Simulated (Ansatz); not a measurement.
**Geometry relaxation, with input and output: Al$_{2}$NH$_{5}$ (part 1 of 2)**

- system: Al$_{2}$NH$_{5}$
- method: RKS PBE-D4/def2-SVP (Ansatz 0.2.0)

Figures and captions count atoms from 1; the log counts them from 0 in places.

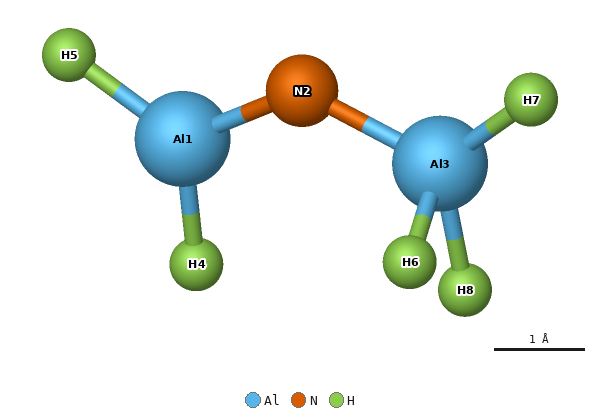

**Figure 1.** The input geometry (ball-and-stick view, seen at a tilt; atoms are numbered from 1 in the order of the input). Sticks mark near contacts. Bond lengths as drawn: Al–H 1.52 to 1.59 Å and Al–N 1.79 Å.

Key numbers

| quantity | value |
| --- | --- |
| outcome | converged |
| total energy | −14748.9381 eV |
| mean-field energy | −14748.7915 eV |
| dispersion energy | −0.1466 eV |
| SCF solution under orbital rotations | stable |
| largest force (length of the vector) at the end | 0.035 eV/Å |
| dipole moment | 4.35 D |
| hardware | 2 threads of Arm Neoverse V2, 23 GiB of memory available, shared host |
| wall time | 32 s (CPU time 60 s) |
| peak memory | 0.13 GiB |

Input
```yaml
crystal:
  periodic: [false, false, false]
  atoms:
    - {symbol: Al, position_ang: [-1.137520, 1.054028, -0.476754]}
    - {symbol: N, position_ang: [0.452004, 0.405081, 0.013298]}
    - {symbol: Al, position_ang: [0.908091, -1.259478, 0.470565]}
    - {symbol: H, position_ang: [-2.358725, 0.049325, -0.527350]}
    - {symbol: H, position_ang: [-1.259025, 2.593126, -0.837318]}
    - {symbol: H, position_ang: [0.393273, -1.468607, 1.885354]}
    - {symbol: H, position_ang: [2.413058, -1.559750, 0.868777]}
    - {symbol: H, position_ang: [-0.224898, -2.363715, 0.454357]}
basis:
  gaussian: {orbitals: def2-SVP}
hamiltonian: {xc: pbe, dispersion: d4}
relax: {f_tol: 0.03, max_steps: 250}
```

Command:
```bash
ansatz run in.yaml --threads 2 --pin off --events-out ev --progress --plain --max-ram 4352MiB
```

The program's output
```
Functional definition: PBE
  name "PBE"
  cite "Perdew, Burke & Ernzerhof, Phys. Rev. Lett. 77, 3865 (1996) doi:10.1103/PhysRevLett.77.3865"
  parent pbe
  parameter kappa = 0.804
  parameter beta = 0.06672455060314922
  exchange = pbe_x(kappa = kappa, mu = beta*pi^2/3)
  correlation = pbe_c(beta = beta)
848 factors; their error is unknown
mean field evaluation 1: about -14725.2173 eV, gradient 8.5e1 eV
mean field evaluation 2: about -14550.8583 eV, gradient 1.7e2 eV
mean field evaluation 4: about -14732.8800 eV, gradient 5.6e1 eV
mean field evaluation 8: about -14744.7624 eV, gradient 1.4e1 eV
mean field evaluation 16: about -14745.3217 eV, gradient 6.8e0 eV
mean field evaluation 32: about -14740.2902 eV, gradient 2.5e1 eV
mean field -14745.50036835 eV, -541.8871436777 hartree, gradient 6.4e-6 eV, S^2 0.000000; 5 other end points of the search recorded, 0 dependent functions left out
the calculation of the forces begins
reference -14745.50041455 eV, -541.8871453756 hartree; 19, 19 occupied and 56, 56 virtual orbitals, 848 factors
relax step   1: F+E_penalty+E_count = -14745.64003137 eV  Δ(F+E_penalty+E_count) = +0.000e0 eV  max|allowed force component| = 1.845e0 eV/Å  Δτ_max = 0.0000 Å  (190 SCF iters, accepted)
these checks for a lower state are left out or cut short: starts, cluster_reference, orbital_swaps, neighbouring_geometries, increment
848 factors; their error is unknown
mean field evaluation 64: about -14746.0644 eV, gradient 6.5e-3 eV
mean field -14746.06438156 eV, -541.9078707809 hartree, gradient 2.4e-5 eV, S^2 0.000000; 0 other end points of the search recorded, 0 dependent functions left out
[... from here on the field's lines of each further geometry are left out, up to the last ...]
relax step   2: F+E_penalty+E_count = -14746.20177438 eV  Δ(F+E_penalty+E_count) = -5.617e-1 eV  max|allowed force component| = 1.841e0 eV/Å  Δτ_max = 0.1949 Å  (43 SCF iters, accepted)
relax step   3: F+E_penalty+E_count = -14746.67580891 eV  Δ(F+E_penalty+E_count) = -4.740e-1 eV  max|allowed force component| = 1.372e0 eV/Å  Δτ_max = 0.1951 Å  (36 SCF iters, accepted)
relax step   4: F+E_penalty+E_count = -14747.36577448 eV  Δ(F+E_penalty+E_count) = -6.900e-1 eV  max|allowed force component| = 2.266e0 eV/Å  Δτ_max = 0.1954 Å  (33 SCF iters, accepted)
relax step   5: F+E_penalty+E_count = -14748.08325502 eV  Δ(F+E_penalty+E_count) = -7.175e-1 eV  max|allowed force component| = 2.790e0 eV/Å  Δτ_max = 0.1945 Å  (33 SCF iters, accepted)
relax step   6: F+E_penalty+E_count = -14748.23485420 eV  Δ(F+E_penalty+E_count) = -1.516e-1 eV  max|allowed force component| = 3.117e0 eV/Å  Δτ_max = 0.1944 Å  (32 SCF iters, accepted)
relax step   7: F+E_penalty+E_count = -14748.60191803 eV  Δ(F+E_penalty+E_count) = -3.671e-1 eV  max|allowed force component| = 1.515e0 eV/Å  Δτ_max = 0.1957 Å  (28 SCF iters, accepted)
relax step   8: F+E_penalty+E_count = -14748.77509776 eV  Δ(F+E_penalty+E_count) = -1.732e-1 eV  max|allowed force component| = 9.710e-1 eV/Å  Δτ_max = 0.2000 Å  (32 SCF iters, accepted)
relax step   9: F+E_penalty+E_count = -14748.82938447 eV  Δ(F+E_penalty+E_count) = -5.429e-2 eV  max|allowed force component| = 6.444e-1 eV/Å  Δτ_max = 0.0976 Å  (27 SCF iters, accepted)
relax step  10: F+E_penalty+E_count = -14748.84013328 eV  Δ(F+E_penalty+E_count) = -1.075e-2 eV  max|allowed force component| = 9.475e-1 eV/Å  Δτ_max = 0.1928 Å  (28 SCF iters, accepted)
relax step  11: F+E_penalty+E_count = -14748.80773615 eV  Δ(F+E_penalty+E_count) = +3.240e-2 eV  max|allowed force component| = 2.247e0 eV/Å  Δτ_max = 0.1988 Å  (28 SCF iters, rejected (line search))
relax step  12: F+E_penalty+E_count = -14748.87478205 eV  Δ(F+E_penalty+E_count) = -3.465e-2 eV  max|allowed force component| = 7.006e-1 eV/Å  Δτ_max = 0.0970 Å  (27 SCF iters, accepted)
relax step  13: F+E_penalty+E_count = -14748.88729102 eV  Δ(F+E_penalty+E_count) = -1.251e-2 eV  max|allowed force component| = 2.140e-1 eV/Å  Δτ_max = 0.0999 Å  (27 SCF iters, accepted)
relax step  14: F+E_penalty+E_count = -14748.89208984 eV  Δ(F+E_penalty+E_count) = -4.799e-3 eV  max|allowed force component| = 1.159e-1 eV/Å  Δτ_max = 0.0387 Å  (28 SCF iters, accepted)
relax step  15: F+E_penalty+E_count = -14748.90475217 eV  Δ(F+E_penalty+E_count) = -1.266e-2 eV  max|allowed force component| = 1.026e-1 eV/Å  Δτ_max = 0.1449 Å  (26 SCF iters, accepted)
relax step  16: F+E_penalty+E_count = -14748.90497958 eV  Δ(F+E_penalty+E_count) = -2.274e-4 eV  max|allowed force component| = 1.044e-1 eV/Å  Δτ_max = 0.0038 Å  (21 SCF iters, accepted)
relax step  17: F+E_penalty+E_count = -14748.88368703 eV  Δ(F+E_penalty+E_count) = +2.129e-2 eV  max|allowed force component| = 7.352e-1 eV/Å  Δτ_max = 0.1953 Å  (26 SCF iters, rejected (line search))
relax step  18: F+E_penalty+E_count = -14748.91039045 eV  Δ(F+E_penalty+E_count) = -5.411e-3 eV  max|allowed force component| = 9.741e-2 eV/Å  Δτ_max = 0.0946 Å  (26 SCF iters, accepted)
relax step  19: F+E_penalty+E_count = -14748.91089038 eV  Δ(F+E_penalty+E_count) = -4.999e-4 eV  max|allowed force component| = 1.938e-1 eV/Å  Δτ_max = 0.0958 Å  (26 SCF iters, accepted)
relax step  20: F+E_penalty+E_count = -14748.91963111 eV  Δ(F+E_penalty+E_count) = -8.741e-3 eV  max|allowed force component| = 7.724e-2 eV/Å  Δτ_max = 0.1500 Å  (27 SCF iters, accepted)
relax step  21: F+E_penalty+E_count = -14748.92237143 eV  Δ(F+E_penalty+E_count) = -2.740e-3 eV  max|allowed force component| = 8.654e-2 eV/Å  Δτ_max = 0.0993 Å  (26 SCF iters, accepted)
relax step  22: F+E_penalty+E_count = -14748.92257837 eV  Δ(F+E_penalty+E_count) = -2.069e-4 eV  max|allowed force component| = 1.343e-1 eV/Å  Δτ_max = 0.0997 Å  (26 SCF iters, accepted)
relax step  23: F+E_penalty+E_count = -14748.92372167 eV  Δ(F+E_penalty+E_count) = -1.143e-3 eV  max|allowed force component| = 1.575e-1 eV/Å  Δτ_max = 0.0685 Å  (27 SCF iters, accepted)
relax step  24: F+E_penalty+E_count = -14748.92573863 eV  Δ(F+E_penalty+E_count) = -2.017e-3 eV  max|allowed force component| = 8.676e-2 eV/Å  Δτ_max = 0.0408 Å  (27 SCF iters, accepted)
relax step  25: F+E_penalty+E_count = -14748.92728133 eV  Δ(F+E_penalty+E_count) = -1.543e-3 eV  max|allowed force component| = 4.744e-2 eV/Å  Δτ_max = 0.0446 Å  (26 SCF iters, accepted)
relax step  26: F+E_penalty+E_count = -14748.93019157 eV  Δ(F+E_penalty+E_count) = -2.910e-3 eV  max|allowed force component| = 6.996e-2 eV/Å  Δτ_max = 0.1375 Å  (26 SCF iters, accepted)
relax step  27: F+E_penalty+E_count = -14748.93081582 eV  Δ(F+E_penalty+E_count) = -6.242e-4 eV  max|allowed force component| = 1.505e-1 eV/Å  Δτ_max = 0.1455 Å  (26 SCF iters, accepted)
relax step  28: F+E_penalty+E_count = -14748.93324097 eV  Δ(F+E_penalty+E_count) = -2.425e-3 eV  max|allowed force component| = 9.533e-2 eV/Å  Δτ_max = 0.0257 Å  (27 SCF iters, accepted)
relax step  29: F+E_penalty+E_count = -14748.93365042 eV  Δ(F+E_penalty+E_count) = -4.094e-4 eV  max|allowed force component| = 8.008e-2 eV/Å  Δτ_max = 0.0394 Å  (27 SCF iters, accepted)
relax step  30: F+E_penalty+E_count = -14748.93553564 eV  Δ(F+E_penalty+E_count) = -1.885e-3 eV  max|allowed force component| = 3.870e-2 eV/Å  Δτ_max = 0.0629 Å  (25 SCF iters, accepted)
relax step  31: F+E_penalty+E_count = -14748.93149891 eV  Δ(F+E_penalty+E_count) = +4.037e-3 eV  max|allowed force component| = 2.257e-1 eV/Å  Δτ_max = 0.1606 Å  (27 SCF iters, rejected (line search))
relax step  32: F+E_penalty+E_count = -14748.93685723 eV  Δ(F+E_penalty+E_count) = -1.322e-3 eV  max|allowed force component| = 5.855e-2 eV/Å  Δτ_max = 0.0785 Å  (26 SCF iters, accepted)
relax step  33: F+E_penalty+E_count = -14748.93735883 eV  Δ(F+E_penalty+E_count) = -5.016e-4 eV  max|allowed force component| = 6.264e-2 eV/Å  Δτ_max = 0.0670 Å  (26 SCF iters, accepted)
relax step  34: F+E_penalty+E_count = -14748.93772211 eV  Δ(F+E_penalty+E_count) = -3.633e-4 eV  max|allowed force component| = 5.458e-2 eV/Å  Δτ_max = 0.0313 Å  (27 SCF iters, accepted)
relax step  35: F+E_penalty+E_count = -14748.93815262 eV  Δ(F+E_penalty+E_count) = -4.305e-4 eV  max|allowed force component| = 2.094e-2 eV/Å  Δτ_max = 0.0508 Å  (26 SCF iters, accepted)
the calculation of the forces begins
reference -14748.79154552 eV, -542.0080922080 hartree; 19, 19 occupied and 56, 56 virtual orbitals, 848 factors
relax step  36: F+E_penalty+E_count = -14748.93806446 eV  Δ(F+E_penalty+E_count) = +8.816e-5 eV  max|allowed force component| = 2.600e-2 eV/Å  Δτ_max = 0.0340 Å  (27 SCF iters, accepted)
848 factors; their error is unknown
mean field evaluation 320: about -14748.8322 eV, gradient 4.8e-1 eV
```

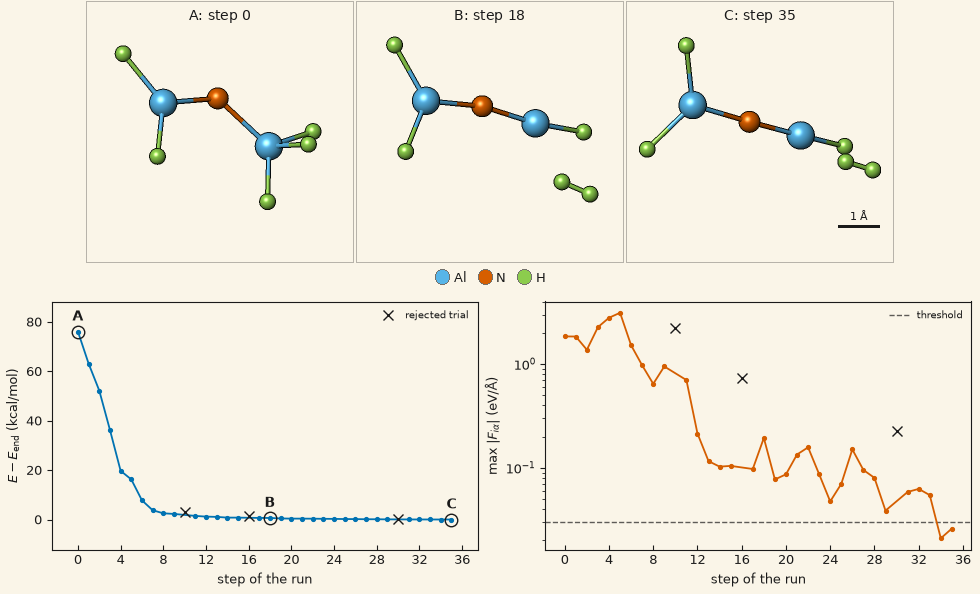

**Figure 2.** Frames of the relaxation (ball-and-stick view, seen at a tilt) above the curves, on which the letters mark them (the first geometry is step 0 here and step 1 in the log).

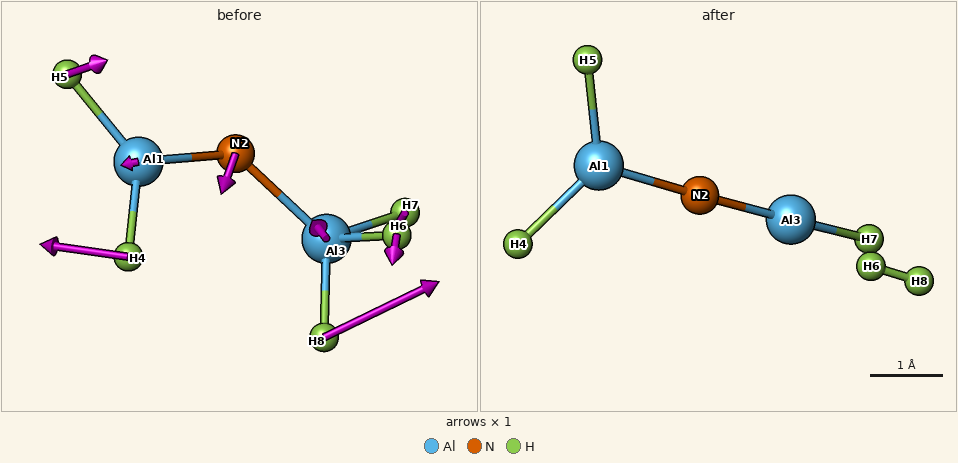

**Figure 3.** Before (left) and after (right) the relaxation, at one scale (ball-and-stick view, seen at a tilt). The pink arrows give the displacements, at true length. H8 moves most after the best rigid fit: 1.84 Å. By element the largest moves are H 1.84 Å, N 0.65 Å, Al 0.56 Å. Among the contacts that change: H6–H8 1.798 → 0.777 Å, Al3–H8 1.582 → 2.540 Å, Al3–H6 1.520 → 2.303 Å, N2–Al3 1.785 → 1.675 Å. New bonds form: H6–H8 (1.80 → 0.78 Å). Bonds break: Al3–H6 (1.52 → 2.30 Å), Al3–H8 (1.58 → 2.54 Å). Among the angles that change: N2–Al3–H7 118.9° → 173.6°, Al1–N2–Al3 129.5° → 175.6°, H4–Al1–H5 123.4° → 119.5°. After 35 geometry steps the energy has fallen by 76.1 kcal/mol. The largest force component goes from 1.8 to 0.026 eV/Å. The line search rejected the trial steps at points 10, 16, 30 (counted from 0) and went back. (Atoms are counted from 1 in the order of the input.)

```
mean field -14748.79150146 eV, -542.0080905886 hartree, gradient 2.2e-5 eV, S^2 0.000000; 1 other end points of the search recorded, 0 dependent functions left out
the calculation of the forces begins
reference -14748.79154552 eV, -542.0080922080 hartree; 19, 19 occupied and 56, 56 virtual orbitals, 848 factors
Total energy: -14748.93810853 eV, -542.0134782991 hartree
Atom 0 at    -1.294926     1.143451    -0.660638 Å, force     0.013945     0.018520    -0.026004 eV/Å
Atom 1 at    -0.008156     0.012931    -0.200299 Å, force    -0.006797     0.003852     0.005610 eV/Å
Atom 2 at     1.284419    -0.992875     0.150896 Å, force    -0.004373    -0.002335     0.002929 eV/Å
Atom 3 at    -2.399571     0.713048    -1.745108 Å, force    -0.002523    -0.001792     0.012775 eV/Å
Atom 4 at    -1.364297     2.605653     0.002816 Å, force    -0.006439    -0.013694     0.003707 eV/Å
Atom 5 at    -0.052528    -1.819430     1.834006 Å, force     0.002652     0.002972    -0.004308 eV/Å
Atom 6 at     2.583371    -1.866647     0.342906 Å, force     0.001315    -0.001578     0.000786 eV/Å
Atom 7 at     0.437946    -2.346121     2.126351 Å, force     0.002219    -0.005944     0.004505 eV/Å
Dipole moment:     0.580920    -0.610761     0.329880 e Å
```

Trajectory as extended XYZ (Å, eV, eV/Å), 36 frames, from step=1 to step=36
```
8
Properties=species:S:1:pos:R:3:forces:R:3 step=1 energy=-14745.64003
Al   -1.1375    1.0540   -0.4768   -0.8649   0.4969  -0.2404
N     0.4520    0.4051    0.0133    0.9778  -0.6114   0.3635
Al    0.9081   -1.2595    0.4706    1.8454   1.3463  -1.8139
H    -2.3587    0.0493   -0.5273   -0.3575  -0.0970  -0.0648
H    -1.2590    2.5931   -0.8373   -0.0871   0.1571  -0.0463
H     0.3933   -1.4686    1.8854   -1.1661  -0.2686   1.6786
H     2.4131   -1.5597    0.8688    0.4085  -0.2871  -0.1008
H    -0.2249   -2.3637    0.4544   -0.7560  -0.7361   0.2240
8
Properties=species:S:1:pos:R:3:forces:R:3 step=2 energy=-14746.20177
Al   -1.1550    1.0626   -0.4653   -0.3161   0.2489  -0.0432
N     0.4752    0.4050   -0.0071    0.1205  -0.7368   0.0567
Al    1.0144   -1.2298    0.4784    1.8405   1.0832  -0.4681
H    -2.4310    0.0962   -0.5743   -0.0323  -0.0342  -0.0498
H    -1.2956    2.6117   -0.8254   -0.0188   0.0407   0.0622
H     0.1986   -1.4755    1.8800   -0.9708  -0.4496  -0.0175
H     2.5437   -1.6361    0.8036   -0.2678  -0.1153  -0.2742
H    -0.1641   -2.3840    0.5610   -0.3553  -0.0368   0.7339
8
Properties=species:S:1:pos:R:3:forces:R:3 step=3 energy=-14746.67581
Al   -1.1688    1.0701   -0.4560    0.2571  -0.0866   0.0006
N     0.4975    0.4093   -0.0316   -0.2985  -0.9925   0.1248
Al    1.1137   -1.1986    0.4703    1.0981   1.3716  -0.1785
H    -2.4760    0.1177   -0.6038    0.1645   0.0437   0.0322
H    -1.3234    2.6280   -0.8119    0.0143  -0.0456   0.1102
H     0.0158   -1.5209    1.8291   -0.3994  -0.8378  -1.2650
H     2.6543   -1.6918    0.7551   -0.7055  -0.0005  -0.1888
H    -0.1268   -2.3638    0.6996   -0.1305   0.5477   1.3645
8
Properties=species:S:1:pos:R:3:forces:R:3 step=4 energy=-14747.36577
Al   -1.1769    1.0776   -0.4520    0.8079  -0.3713   0.0057
N     0.5155    0.4192   -0.0532   -0.4985  -1.3916   0.2451
Al    1.1926   -1.1705    0.4461    0.8009   2.2658  -0.6540
H    -2.4981    0.1249   -0.6184    0.2543   0.0922   0.0869
H    -1.3422    2.6420   -0.8004    0.0192  -0.0932   0.1379
H    -0.1304   -1.6088    1.7337    0.0016  -1.6559  -1.9945
H     2.7327   -1.7244    0.7258   -0.9633   0.0109  -0.0642
H    -0.1070   -2.3100    0.8694   -0.4220   1.1431   2.2372
8
Properties=species:S:1:pos:R:3:forces:R:3 step=5 energy=-14748.08325
Al   -1.1884    1.0888   -0.4600    1.1705  -0.5719   0.0028
N     0.5318    0.4377   -0.0812   -0.5546  -1.6105   0.3078
Al    1.2798   -1.1306    0.4020    0.5293   2.7895  -0.9867
H    -2.5269    0.1370   -0.6356    0.3823   0.1491   0.1365
H    -1.3679    2.6636   -0.7829    0.0496  -0.1601   0.1445
H    -0.2674   -1.7092    1.6415    0.2426  -0.7921  -0.5946
H     2.8003   -1.7759    0.7122   -1.1130   0.1200  -0.0494
H    -0.0751   -2.2614    1.0550   -0.7067   0.0760   1.0391
8
Properties=species:S:1:pos:R:3:forces:R:3 step=6 energy=-14748.23485
Al   -1.1793    1.1331   -0.5571    0.9528  -0.4492   0.3399
N     0.5322    0.5203   -0.1544   -0.4391  -1.5803   0.0925
Al    1.2643   -1.0538    0.2636    0.3764   2.2532  -0.4113
H    -2.4875    0.1427   -0.6382    0.3027   0.1753  -0.0205
H    -1.3912    2.7242   -0.7472    0.0370  -0.1778   0.0026
H    -0.1964   -1.8857    1.6815   -1.1365   2.6734   2.9806
H     2.6643   -1.7949    0.8014   -0.8878   0.2224  -0.3363
H    -0.0201   -2.3360    1.2013    0.7947  -3.1169  -2.6474
8
Properties=species:S:1:pos:R:3:forces:R:3 step=7 energy=-14748.60192
Al   -1.2061    1.1585   -0.5847    1.0522  -0.4439   0.3980
N     0.5089    0.5827   -0.2178    0.0635  -1.5084   0.3891
Al    1.3495   -0.8880    0.3068   -0.4557   1.5152  -0.5198
H    -2.4585    0.1209   -0.6318    0.1253   0.1569  -0.0556
H    -1.4056    2.7437   -0.7485   -0.0701  -0.0759  -0.0590
H    -0.1928   -1.8771    1.6822   -0.2081   0.2146   0.1672
H     2.5293   -1.9363    0.7948   -0.5014   0.5506  -0.2981
H     0.0616   -2.4544    1.2499   -0.0058  -0.4091  -0.0218
8
Properties=species:S:1:pos:R:3:forces:R:3 step=8 energy=-14748.77510
Al   -1.1139    1.1308   -0.5095   -0.8342   0.1040  -0.3572
N     0.4902    0.4626   -0.1606    0.4806  -0.5900   0.2725
Al    1.4610   -0.8599    0.3044   -0.7906   0.9710  -0.3607
H    -2.4861    0.2294   -0.7236    0.4841   0.0078   0.1583
H    -1.4633    2.6962   -0.7628    0.3426  -0.1077   0.1357
H    -0.2821   -1.8439    1.6556    0.0797  -0.2570  -0.1511
H     2.6198   -1.8255    0.6551    0.3268  -0.2833   0.1033
H    -0.0393   -2.5395    1.3924   -0.0890   0.1553   0.1990
8
Properties=species:S:1:pos:R:3:forces:R:3 step=9 energy=-14748.82938
Al   -1.1343    1.1542   -0.5594   -0.4804   0.1020  -0.0901
N     0.4778    0.5138   -0.1893    0.4297  -0.5238   0.1809
Al    1.4145   -0.8286    0.2737   -0.4528   0.6444  -0.2076
H    -2.4475    0.1987   -0.7057    0.2222   0.0161   0.0314
H    -1.4320    2.7284   -0.7575    0.1751  -0.0738   0.0323
H    -0.2463   -1.9142    1.7130   -0.0256  -0.0451  -0.0605
H     2.5438   -1.8337    0.6872    0.1639  -0.0898   0.0041
H     0.0102   -2.5686    1.3890   -0.0320  -0.0299   0.1095
```
